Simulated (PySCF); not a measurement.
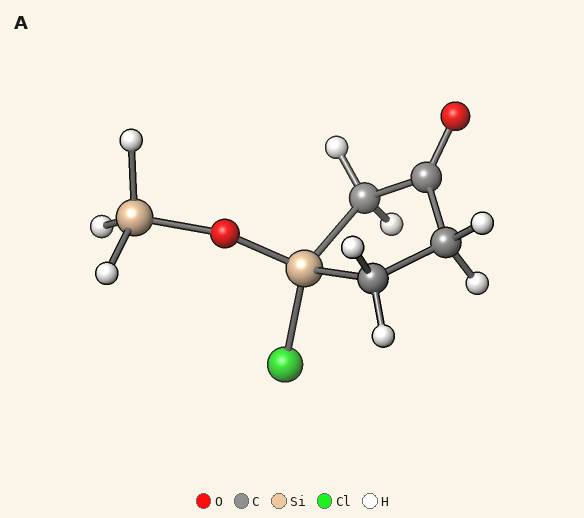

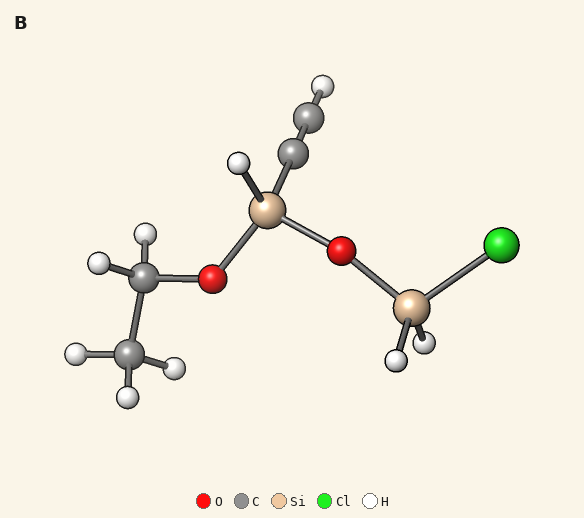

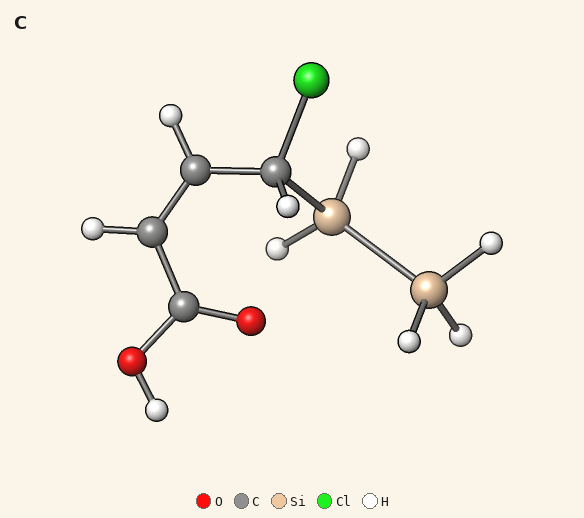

3 stationary structures of one formula. Geometries: GFN2-xTB. Electronic energies: PBE0/pcSseg-1 (PySCF 2.14.0), without zero-point energy. No frequency run is at hand to confirm each as a minimum. Each is one conformer, not always the lowest.

Are they conformers, stereoisomers or constitutional isomers?

Answer. They are constitutional isomers of C4H9ClO2Si2: A `O=C1CC[Si@@](Cl)(O[SiH3])C1`, B `C#C[Si@@H](OCC)O[SiH2]Cl`, C `O=C(O)/C=C\[C@H](Cl)[SiH2][SiH3]`.

Rank them by energy, lowest first.

Answer. A is lowest; B lies 107.6 kJ/mol above it, C lies 411.4 kJ/mol above it.

The geometry is semi-empirical. Around Si such bond lengths and angles can be off by a tenth of an ångström or more and by several degrees, and values that hang on the shape move with them.
